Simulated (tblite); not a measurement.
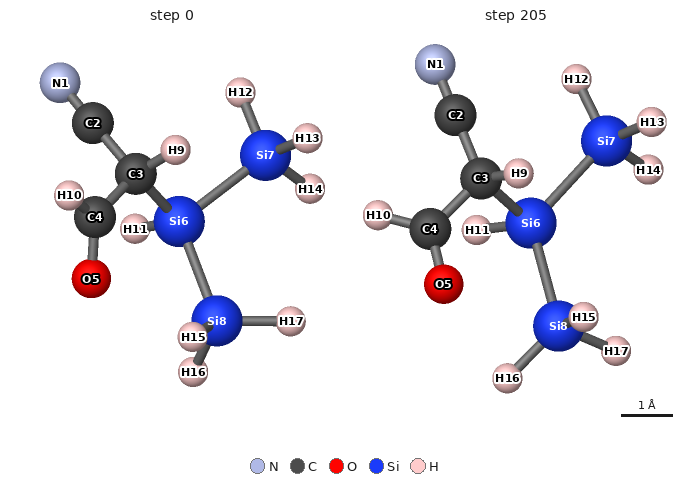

The structure of C$_{3}$H$_{9}$NOSi$_{3}$ before (left) and after (right) a relaxation, at one scale.

A ball-and-stick model, seen at a tilt.

All numbers below come from tblite 0.8.0, GFN2-xTB geometry optimisation, gas phase. 

> Describe what moved and what it gained.

The energy falls by 0.763 eV in 205 geometry steps. The largest move after the best rigid fit is that of H10, 1.77 Å. By element the largest moves are H 1.77 Å, N 0.87 Å, C 0.57 Å, Si 0.32 Å, O 0.22 Å. Among the contacts that change: C3–Si6 1.858 → 1.999 Å, Si6–Si8 2.211 → 2.342 Å, Si6–Si7 2.253 → 2.331 Å, C2–C3 1.473 → 1.417 Å. Among the angles between lasting bonds that change: Si7–Si6–Si8 110.1° → 126.1°, C3–Si6–Si8 113.8° → 100.9°, C4–C3–Si6 113.6° → 101.9°. Groups turn about C3–C4 by about 70°, C3–Si6 by about 25°. The run took 3.3 s on 1 thread of Arm Neoverse N1 (shared host).
